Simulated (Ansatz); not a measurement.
# UCCSDTQ/STO-3G run of NO2 (SMILES [O]N=O)

Aim: the electronic atomisation energy of NO2 at UCCSDTQ/STO-3G, from 3 runs. 

The calculation is run with Ansatz 0.2.0.

45 further runs of the same task are left out: 11 that didn't finish, 34 set aside as unsound or not needed.

**1. The structure to begin with**

The species is NO2 (3 atoms), meant as a doublet with charge 0. SMILES: `[O]N=O`. The shape is that of a PBE0-D4/def2-TZVP optimisation.

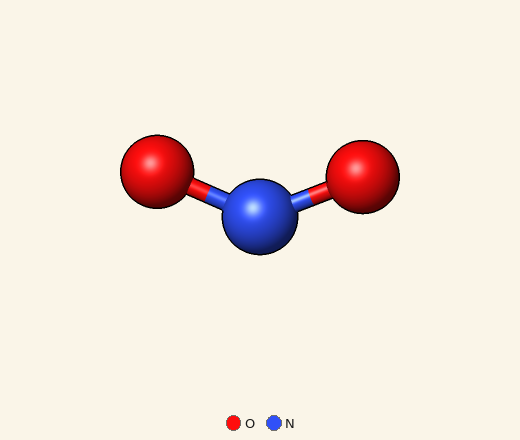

Viewed from a chosen angle; oxygen red, nitrogen blue.

**2. The energy at UCCSDTQ/STO-3G**

Input file input.yaml:

```yaml
crystal:
  periodic: [false, false, false]
  atoms:
    - {symbol: O, position_ang: [0.209760, -1.082190, 0.000620]}
    - {symbol: N, position_ang: [-0.265470, -0.009110, -0.145890]}
    - {symbol: O, position_ang: [0.055690, 1.091300, 0.145270]}
basis:
  gaussian: {orbitals: STO-3G}
magnetization: {spin_polarized: true, initial_magnetization: 1}
correlation: {method: ccsdtq, frozen_orbitals: {"N": 1, O: 1}}
accuracy: high
scf: {omitted_lower_state_checks: [cluster_reference, increment]}
```

Run with:

```console
$ ansatz run input.yaml --threads 1 --pin off --max-ram 3480MiB --events-out events.jsonl --progress --plain --runs-dir runs
```

What it wrote:

```text
Warning: RAYON_NUM_THREADS=1 ignored (pool sized by the plan → 1); use --threads N
[... 15 lines left out ...]
3 core orbitals not correlated: weight in the atoms' cores, before any rotation towards them, 1.000 or more for the frozen orbitals, at most 0.000 for the correlated occupied ones
[... 42 lines left out ...]
Total energy: -5482.63562337 eV, -201.4831428951 hartree
Checks for a lower state left out: cluster_reference, increment
```

Run time: 74 s. Hardware: 1 thread of Arm Neoverse V1, shared host; peak memory 0.5 GiB.

**3. The N atom at the same level**

Input file run.yaml:

```yaml
basis:
  gaussian:
    orbitals: STO-3G
crystal:
  periodic: [false, false, false]
  atoms:
    - symbol: "N"
      position_ang: [0.000000, 0.000000, 0.000000]
magnetization:
  spin_polarized: true
  initial_magnetization: 3
correlation:
  method: ccsdtq
  frozen_orbitals: {"N": 1}
accuracy: high
scf:
  omitted_lower_state_checks: [cluster_reference, increment]
```

Run the same way, it converges to -53.71901 Eh (log not shown).

**4. The O atom, same level**

Input file run.yaml:

```yaml
crystal:
  periodic: [false, false, false]
  atoms:
    - {symbol: O, position_ang: [0.000000, 0.000000, 0.000000]}
basis:
  gaussian:
    orbitals: STO-3G
correlation:
  method: ccsdtq
  frozen_orbitals: {O: 1}
accuracy: high
magnetization:
  spin_polarized: true
  initial_magnetization: 2
scf:
  omitted_lower_state_checks: [cluster_reference, increment]
```

Run the same way, it converges to -73.80415 Eh (log not shown).

**5. Results**

At UCCSDTQ/STO-3G, 3 core orbitals frozen:

| quantity | value |
| --- | --- |
| molecule: total energy | -201.48314 Eh |
| molecule: correlation energy (3 core orbitals frozen) | -204.5 mEh |
| molecule: ⟨S²⟩ of the reference determinant | 1.185 |
| molecule: T1 diagnostic | 0.086 |
| N atom: total energy | -53.71901 Eh |
| N atom: correlation energy (1 core orbital frozen) | 0.0 mEh |
| N atom: ⟨S²⟩ of the reference determinant | 3.750 |
| N atom: T1 diagnostic | 0.000 |
| O atom: total energy | -73.80415 Eh |
| O atom: correlation energy (1 core orbital frozen) | 0.0 mEh |
| O atom: ⟨S²⟩ of the reference determinant | 2.000 |
| O atom: T1 diagnostic | 0.000 |
| electronic atomisation energy | 4.240 eV |

In words: Taking the molecule apart into free atoms costs 4.24 eV (409 kJ/mol), before zero-point energy and without spin-orbit coupling. In a minimal basis such a difference can be off by several eV, whatever the method. ⟨S²⟩ (molecule) is 1.18 where a pure doublet has 0.75: the reference is spin-contaminated.
